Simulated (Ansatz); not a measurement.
Input file:

```
crystal:
  periodic: [false, false, false]
  atoms:
    - {symbol: Sn, position_ang: [-0.471780, 2.156627, -0.446001]}
    - {symbol: C, position_ang: [0.310038, -2.133238, 0.313923]}
    - {symbol: H, position_ang: [-1.005111, 0.595917, -0.853732]}
    - {symbol: H, position_ang: [-1.646732, 3.045153, 0.402909]}
    - {symbol: H, position_ang: [0.135515, 3.008061, -1.786482]}
    - {symbol: H, position_ang: [0.839139, -1.271966, 0.721394]}
    - {symbol: Br, position_ang: [1.439434, 1.864593, 1.114777]}
    - {symbol: H, position_ang: [0.387834, -2.128370, -0.773287]}
    - {symbol: H, position_ang: [-0.739978, -2.086645, 0.602715]}
    - {symbol: H, position_ang: [0.751741, -3.050032, 0.703784]}
basis:
  gaussian: {orbitals: def2-TZVPP}
hamiltonian: {xc: pbe0, dispersion: d4}
output: {orbitals: {seedname: orbitals}}
```

Run with:

```sh
ansatz run in.yaml --threads 8 --pin off --events-out ev --progress --plain --max-ram 19148MiB
```

The product side of a reaction path; geometry: PBE0-D4/def2-TZVP; a saddle point, not a minimum; core potentials replace the inner electrons of Sn.

The calculation used RKS PBE0-D4/def2-TZVPP in Ansatz 0.2.0.

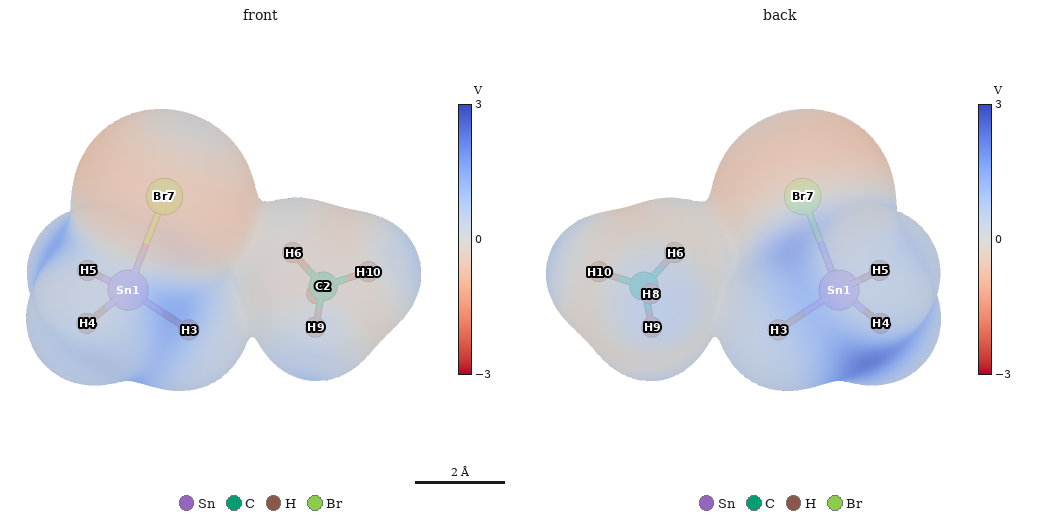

BrH3Sn···CH4. The molecular electrostatic potential painted on the density surface at 0.002 e/bohr³, seen from the front and from behind; red is negative and blue positive.

**Which sites attract a positive test charge, and which a negative one?**

A positive charge is drawn to the negative regions and a negative charge to the positive ones. The most negative region (about −0.6 V) lies over Br7, the most positive (about +2.3 V) over Sn1.
